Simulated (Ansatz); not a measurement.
Bands of a (6,0) ZnO nanotube, along its axis.

Calculation: PBE (plane waves to 420 eV, PAW; Ansatz, a program for electronic structure). Mesh 1×1×6. No spin polarisation. Isolated but for its images some 11 Å away. A hypothetical model, rolled from the flat sheet. Only distortions within the start's symmetry and period were free.

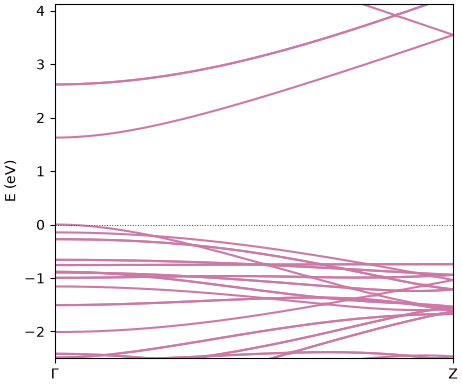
*Bands from the zone centre to the zone edge (period 5.61 Å); the dotted line marks the highest filled level*

Q: Is it a metal or a semiconductor at this level? Give what the bands show.

A: A semiconductor in PBE.
| Item | Result |
|---|---|
| PBE gap | 1.62 eV, direct at Γ |
